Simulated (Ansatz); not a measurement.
**The cluster Si2B2: a spread of methods and bases**

How do the results and run time of the cluster Si2B2 respond when the settings are drawn wide?

Method: the settings change from run to run; program: Ansatz 0.2.0, Gaussian basis.

### 1 The geometry

The geometry comes from an earlier relaxation with B3LYP-D4 in a triple-zeta def2 set; it is a stationary point.

4 atoms, charge 0, spin multiplicity 1.

Atoms are counted from 1 here; the program's logs count them from 0.

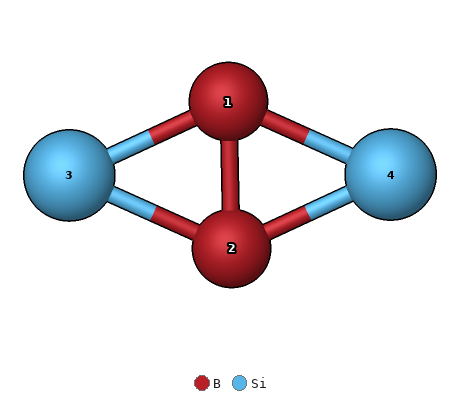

The structure; boron red, silicon blue; atoms are numbered from 1 in the order of the file.

### 2 revPBE0/ANO-RCC-VTZP

in.yaml

```yaml
crystal:
  periodic: [false, false, false]
  atoms:
    - {symbol: B, position_ang: [0.655220, 0.469787, 0.059905]}
    - {symbol: B, position_ang: [-0.655338, -0.470059, -0.060000]}
    - {symbol: Si, position_ang: [-0.974413, 1.443490, -0.277544]}
    - {symbol: Si, position_ang: [0.974531, -1.443208, 0.277648]}
basis:
  gaussian: {orbitals: ANO-RCC-VTZP}
hamiltonian: {xc: {name: revPBE0}}
scf: {omitted_lower_state_checks: [starts]}
```

The run is started by

```console
$ ansatz run in.yaml --threads 4 --pin off --events-out ev --progress --plain --max-ram 3916MiB
```

Log:

```text
Functional definition: revPBE0
  name "revPBE0"
  cite "Zhang & Yang, Phys. Rev. Lett. 80, 890 (1998) doi:10.1103/PhysRevLett.80.890"
  cite "Adamo & Barone, J. Chem. Phys. 110, 6158 (1999) doi:10.1063/1.478522"
  cite "Perdew, Burke & Ernzerhof, Phys. Rev. Lett. 77, 3865 (1996) doi:10.1103/PhysRevLett.77.3865"
  parameter a = 0.25
  parameter kappa = 1.245
  parameter beta = 0.06672455060314922
  exchange = (1 - a)*pbe_x(kappa = kappa, mu = beta*pi^2/3) + a*exact_x
  correlation = pbe_c(beta = beta)
these checks for a lower state are left out or cut short: starts
1230 factors; their error is unknown
mean field evaluation 1: about -17128.0909 eV, gradient 4.1e1 eV
mean field evaluation 2: about -17119.3558 eV, gradient 6.1e1 eV
mean field evaluation 4: about -17133.2957 eV, gradient 1.9e0 eV
mean field evaluation 8: about -17133.4673 eV, gradient 8.0e-2 eV
mean field evaluation 16: about -17133.4673 eV, gradient 6.2e-5 eV
mean field -17133.46731546 eV, -629.6433103617 hartree, gradient 6.2e-5 eV, S^2 0.000000; 0 other end points of the search recorded, 0 dependent functions left out
reference -17133.46735383 eV, -629.6433117721 hartree; 19, 19 occupied and 109, 109 virtual orbitals, 1230 factors
Total energy: -17133.46735383 eV, -629.6433117721 hartree
Relativity: scalar
Checks for a lower state left out: starts
```

It took 1.6 s on 4 threads of Arm Neoverse V2, shared host.

### 3 r2SCAN0/aug-cc-pVDZ

Set apart from the defaults: atoms shaken by 0.08 Å, D3(BJ) dispersion.

in.yaml

```yaml
crystal:
  periodic: [false, false, false]
  atoms:
    - {symbol: B, position_ang: [0.700080, 0.576496, 0.153370]}
    - {symbol: B, position_ang: [-0.720658, -0.423411, -0.067679]}
    - {symbol: Si, position_ang: [-1.055967, 1.379320, -0.268969]}
    - {symbol: Si, position_ang: [0.941374, -1.427274, 0.176060]}
basis:
  gaussian: {orbitals: aug-cc-pVDZ}
hamiltonian: {xc: {name: r2SCAN0}, dispersion: d3bj}
scf: {omitted_lower_state_checks: [starts]}
```

The command is unchanged.

Log:

```text
Warning: the engine holds no damping parameters fitted to this dispersion correction and functional, so the run takes those fitted to r2scan0 beside the three-body term, which d3bj leaves out (hamiltonian.dispersion, under Limitations)
Functional definition: r2SCAN0
  name "r2SCAN0"
  cite "Bursch, Neugebauer, Ehlert & Grimme, J. Chem. Phys. 156, 134105 (2022) doi:10.1063/5.0086040"
  cite "Furness, Kaplan, Ning, Perdew & Sun, J. Phys. Chem. Lett. 11, 8208 (2020) doi:10.1021/acs.jpclett.0c02405"
  cite "Furness, Kaplan, Ning, Perdew & Sun, J. Phys. Chem. Lett. 11, 9248 (2020) doi:10.1021/acs.jpclett.0c03077"
  parent r2scan
  parameter a = 0.25
  parameter k0 = 0.174
  parameter k1 = 0.065
  parameter a1 = 4.9479
  exchange = (1 - a)*r2scan_x(k0 = k0, k1 = k1, a1 = a1) + a*exact_x
  correlation = r2scan_c
these checks for a lower state are left out or cut short: starts
1046 factors; their error is unknown
mean field evaluation 1: about -17090.2690 eV, gradient 4.9e1 eV
mean field evaluation 2: about -17066.0938 eV, gradient 8.7e1 eV
mean field evaluation 4: about -17098.5160 eV, gradient 1.4e1 eV
mean field evaluation 8: about -17099.4612 eV, gradient 2.0e-1 eV
mean field evaluation 16: about -17099.5494 eV, gradient 2.4e-4 eV
mean field -17099.54944343 eV, -628.3968515552 hartree, gradient 8.7e-5 eV, S^2 0.000000; 0 other end points of the search recorded, 0 dependent functions left out
reference -17099.54946391 eV, -628.3968523077 hartree; 19, 19 occupied and 81, 81 virtual orbitals, 1046 factors
Total energy: -17099.59201986 eV, -628.3984162102 hartree
Checks for a lower state left out: starts
```

Wall time 1.9 s (4 threads of Arm Neoverse V2, shared host).

### 4 wB97/cc-pVTZ

in.yaml

```yaml
crystal:
  periodic: [false, false, false]
  atoms:
    - {symbol: B, position_ang: [0.655220, 0.469787, 0.059905]}
    - {symbol: B, position_ang: [-0.655338, -0.470059, -0.060000]}
    - {symbol: Si, position_ang: [-0.974413, 1.443490, -0.277544]}
    - {symbol: Si, position_ang: [0.974531, -1.443208, 0.277648]}
basis:
  gaussian: {orbitals: cc-pVTZ}
hamiltonian: {xc: {name: wB97}}
scf: {omitted_lower_state_checks: [starts]}
```

Same command.

Log:

```text
Functional definition: wB97
  name "wB97"
  cite "Chai & Head-Gordon, J. Chem. Phys. 128, 084106 (2008) doi:10.1063/1.2834918"
  cite "Becke, J. Chem. Phys. 107, 8554 (1997) doi:10.1063/1.475007"
  parameter omega = 0.4/bohr
  parameter cx1 = 1.13116
  parameter cx2 = -2.74915
  parameter cx3 = 12.0900
  parameter cx4 = -5.71642
  parameter css1 = -2.55352
  parameter css2 = 11.8926
  parameter css3 = -26.9452
  parameter css4 = 17.0927
  parameter cos1 = 3.99051
  parameter cos2 = -17.0066
  parameter cos3 = 1.07292
  parameter cos4 = 8.88211
  # The coefficients of nought are those of the uniform gas.
  exchange = spin_sum(e_x_unif_sr(omega)*poly(b97_u_x, 1, cx1, cx2, cx3, cx4)) + exact_x_lr(omega)
  correlation = spin_sum(e_c_pw_same_spin*poly(b97_u_same, 1, css1, css2, css3, css4))
      + integral(e_c_pw_opposite_spin*poly(b97_u_opposite, 1, cos1, cos2, cos3, cos4))
these checks for a lower state are left out or cut short: starts
974 factors; their error is unknown
315 factors; integrals over basis functions are off by at most 5.8e-6 eV
mean field evaluation 1: about -17100.3602 eV, gradient 2.1e1 eV
mean field evaluation 2: about -17101.3573 eV, gradient 1.2e1 eV
mean field evaluation 4: about -17101.9289 eV, gradient 6.4e-1 eV
mean field evaluation 8: about -17101.8837 eV, gradient 1.5e-1 eV
mean field evaluation 16: about -17101.8838 eV, gradient 3.4e-4 eV
mean field -17101.88378314 eV, -628.4826369572 hartree, gradient 4.6e-5 eV, S^2 0.000000; 0 other end points of the search recorded, 0 dependent functions left out
reference -17101.88377524 eV, -628.4826366668 hartree; 19, 19 occupied and 109, 109 virtual orbitals, 974 factors
Total energy: -17101.88377524 eV, -628.4826366668 hartree
Checks for a lower state left out: starts
```

Run time: 2.6 s. Hardware: 4 threads of Arm Neoverse V2, shared host.

### 5 All runs side by side

| level | charge | multiplicity | geometry | functions | energy (eV) | time |
| --- | --- | --- | --- | --- | --- | --- |
| revPBE0/ANO-RCC-VTZP | 0 | 1 | relaxed | 128 | -17133.467 | 1.6 s |
| r2SCAN0/aug-cc-pVDZ | 0 | 1 | shaken | 100 | -17099.592 | 1.9 s |
| wB97/cc-pVTZ | 0 | 1 | relaxed | 128 | -17101.884 | 2.6 s |

### 6 Summary of results

```
                                         quantity                        value
                                             runs                            3
                                         quickest  revPBE0/ANO-RCC-VTZP, 1.6 s
                                          slowest          wB97/cc-pVTZ, 2.6 s
spread of total energies, same state and geometry                      31.6 eV
```

What this shows: The times lie within a factor of two. The totals spread over 32 eV; they can't be compared across methods or bases. Some of these runs are scalar-relativistic and others not, which shifts the totals of all-electron atoms past neon by several eV an atom and more; core potentials, where a basis has them, take the core out of the total altogether.
